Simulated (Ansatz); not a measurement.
# BH (SMILES [BH]) at CCSDT/3-21G

Aim: the vertical singlet–triplet gap of BH at CCSDT/3-21G, from 2 runs. 

The calculation is run with Ansatz 0.2.0.

60 further runs of the same task are left out: 60 set aside as unsound or not needed.

**1. Starting point**

BH: 2 atoms, total charge 0, spin state singlet. SMILES: `[BH]`. Geometry: the measured bond length.

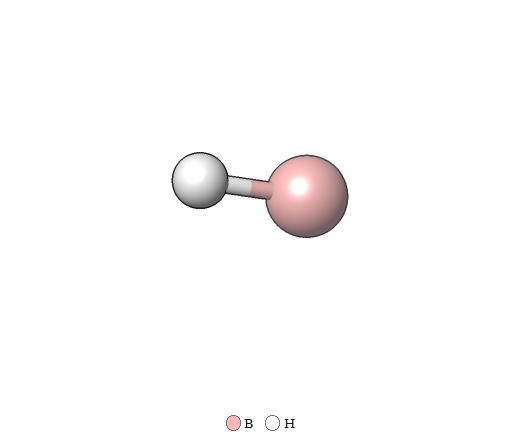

The structure, seen from a chosen angle (boron pink, hydrogen white).

**2. The energy at CCSDT/3-21G**

Input file run.yaml:

```yaml
crystal:
  periodic: [false, false, false]
  atoms:
    - {symbol: B, position_ang: [0.000000, 0.000000, 0.000000]}
    - {symbol: H, position_ang: [0.000000, 0.000000, 1.232400]}
basis:
  gaussian:
    orbitals: 3-21G.json
correlation:
  method: ccsdt
  frozen_orbitals: {B: 1, H: 0}
accuracy: high
scf:
  omitted_lower_state_checks: [cluster_reference, increment]
```

The basis set 3-21G is read from a file made from the Basis Set Exchange's data (not shown).

Started as:

```
$ ansatz run run.yaml --threads 1 --pin off --max-ram 2610MiB --events-out events.jsonl --progress --plain --runs-dir runs
```

Log, cut to the lines that bear on the results:

```text
Warning: RAYON_NUM_THREADS=1 ignored (pool sized by the plan → 1); use --threads N
Functional definition: HF
  name "HF"
[...]
210 factors; integrals over basis functions are off by at most 2.8e-9 eV
[...]
mean field -679.65328960 eV, -24.9767977071 hartree, gradient 1.0e-8 eV, S^2 0.000000; 0 other end points of the search recorded, 0 dependent functions left out; unrestricted orbitals would lower it
1 core orbitals not correlated: weight in the atoms' cores, before any rotation towards them, 1.000 or more for the frozen orbitals, at most 0.000 for the correlated occupied ones
reference -679.65328960 eV, -24.9767977071 hartree; 2, 2 occupied and 8, 8 virtual orbitals, 210 factors
second order -1.02111478 eV of doubles, -0.00000000 eV of singles
cycle   1  -1.35796721 eV  change   -3.4e-1 eV  update   6.7e-2
[...]
cycle  21  -1.66670929 eV  change  -4.5e-11 eV  update  4.6e-11
Total energy: -681.31999888 eV, -25.0380481437 hartree
Checks for a lower state left out: cluster_reference, increment
```

It took 0.16 s on 1 thread of Arm Neoverse V1, shared host.

**3. The triplet at the same level**

Input file run.yaml:

```yaml
crystal:
  periodic: [false, false, false]
  atoms:
    - symbol: B
      position_ang: [0.000000, 0.000000, 0.000000]
    - symbol: H
      position_ang: [0.000000, 0.000000, 1.232400]
basis:
  gaussian:
    orbitals: 3-21G.json
magnetization:
  spin_polarized: true
  initial_magnetization: 2
correlation:
  method: ccsdt
  frozen_orbitals: {B: 1, H: 0}
accuracy: high
scf:
  omitted_lower_state_checks: [cluster_reference, increment]
```

The basis set 3-21G is read from a file made from the Basis Set Exchange's data (not shown).

Started as:

```
$ ansatz run run.yaml --threads 1 --pin off --max-ram 2610MiB --events-out events.jsonl --progress --plain --runs-dir runs
```

Log, cut to the lines that bear on the results:

```text
Warning: RAYON_NUM_THREADS=1 ignored (pool sized by the plan → 1); use --threads N
[... 2 set-up lines as earlier in the session ...]
[...]
210 factors; integrals over basis functions are off by at most 2.8e-9 eV
[...]
mean field -679.34513781 eV, -24.9654733380 hartree, gradient 8.9e-9 eV, S^2 2.000429; 2 other end points of the search recorded, 0 dependent functions left out
1 core orbitals not correlated: weight in the atoms' cores, before any rotation towards them, 1.000 or more for the frozen orbitals, at most 0.000 for the correlated occupied ones
reference -679.34513781 eV, -24.9654733380 hartree; 3, 1 occupied and 7, 9 virtual orbitals, 210 factors
second order -0.62337430 eV of doubles, -0.00000000 eV of singles
cycle   1  -0.80265907 eV  change   -1.8e-1 eV  update   3.6e-2
[...]
cycle  20  -0.92717531 eV  change  -6.9e-11 eV  update  1.4e-10
Total energy: -680.27231313 eV, -24.9995464023 hartree
Checks for a lower state left out: cluster_reference, increment
```

Wall time 0.58 s (1 thread of Arm Neoverse V1, shared host).

**4. Results**

At CCSDT/3-21G, 1 core orbital frozen:

| quantity | value |
| --- | --- |
| singlet: total energy | -25.03805 Eh |
| singlet: correlation energy (1 core orbital frozen) | -61.3 mEh |
| singlet: T1 diagnostic | 0.013 |
| triplet: total energy | -24.99955 Eh |
| triplet: correlation energy (1 core orbital frozen) | -34.1 mEh |
| triplet: ⟨S²⟩ of the reference determinant | 2.000 |
| triplet: T1 diagnostic | 0.013 |
| vertical energy of the triplet above the singlet | 1.048 eV |

In words: At this shape the triplet lies 1.05 eV (24 kcal/mol) above the singlet. The restricted solution (singlet) is unstable to spin breaking: an unrestricted one lies lower.
